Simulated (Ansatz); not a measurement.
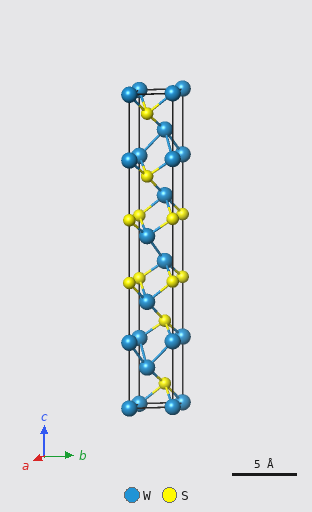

This is the input geometry for a relaxation of a crystal of W₃S₂ (built on the tetradymite_166 type) (coarse preliminary run). A ball-and-stick model of the conventional cell (3 times the calculation's cell), seen slightly off an axis. Lengths and directions refer to the drawn axes.

Case: tetradymite type (R-3m, No. 166).

The calculation used Ansatz, DFT PBE, scalar-relativistic, plane waves, PAW.

Input file:
```yaml
crystal:
  lattice:
    - [1.7855540658, 1.0308901205, 8.2769488274]
    - [-1.7855540658, 1.0308901205, 8.2769488274]
    - [0.0, -2.0617802411, 8.2769488274]
  atoms:
    - { symbol: W, position: [0.0, 0.0, 0.0] }
    - { symbol: W, position: [0.2095, 0.2095, 0.2095] }
    - { symbol: W, position: [0.7905, 0.7905, 0.7905] }
    - { symbol: S, position: [0.4, 0.4, 0.4] }
    - { symbol: S, position: [0.6, 0.6, 0.6] }
basis:
  ecutwfc: 420
kpoints:
  mp_grid: { grid: [6, 6, 6] }
hamiltonian:
  xc: pbe
scf:
  occupations: { method: gaussian, width: 0.1 }
  lower_state_search: "off"
output:
  forces: true
  stress: true
  eigenvalues: true
relax:
  adjacent_minimum: "off"
  f_tol: 0.04
  max_steps: 70
  cell: { stress_tol: 0.4 }
```

Command:
```bash
ansatz run input.yaml --threads 1 --pin off --max-ram 2560MiB --backend cpu --events-out ev --progress --plain --runs-dir out
```

Q: Where does the relaxation end?

A: After 10 accepted moves (12 points after the start) the energy has fallen by 738 meV per atom. Largest force component: 2 eV/Å at the start, 0.0052 eV/Å at the end. The pressure goes from −22.93 to 0.06 GPa. The SCF was repeated twice at an unchanged geometry on a basis and grid sized afresh for the cell, which shifted the energy by 2.0 meV per atom at most. The largest moves relative to the cell, 0.41 Å, are those of W2 and W3. W3 goes along +c. Largest moves by element: W 0.41 Å, S 0.30 Å. Cell: a = b 3.571 → 3.131 Å (−12.3 %), c 24.831 → 29.590 Å (+19.2 %). Volume −8.4 %. Near-neighbour distances that change, for instance: W2–S5 2.503 → 3.008 Å, W2–W3 2.962 → 2.485 Å, W1–W1 3.571 → 3.131 Å, W1–S4 2.644 → 2.464 Å. Among the angles between lasting bonds that change: W3–S4–W3 91.0° → 62.7°, S4–W3–S4 91.0° → 62.7°, W1–S4–W3 91.9° → 108.8°. The space group stays R-3m (No. 166).

The structure at the end:

```
W S
1.0
     1.56563    0.90392    9.86323
    -1.56563    0.90392    9.86323
     0.00000   -1.80784    9.86323
W S
3 2
Cartesian
  0.0000 0.0000 29.5897
  0.0000 0.0000 5.7842
  0.0000 0.0000 23.8055
  0.0000 0.0000 11.5376
  0.0000 0.0000 18.0521
```

The end point in the same view:

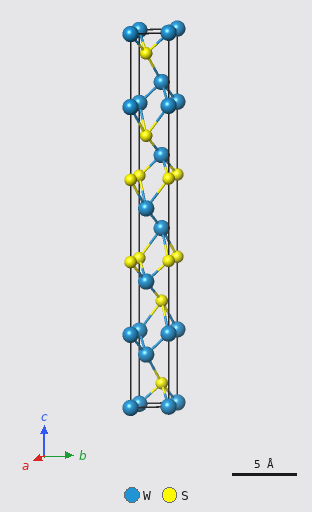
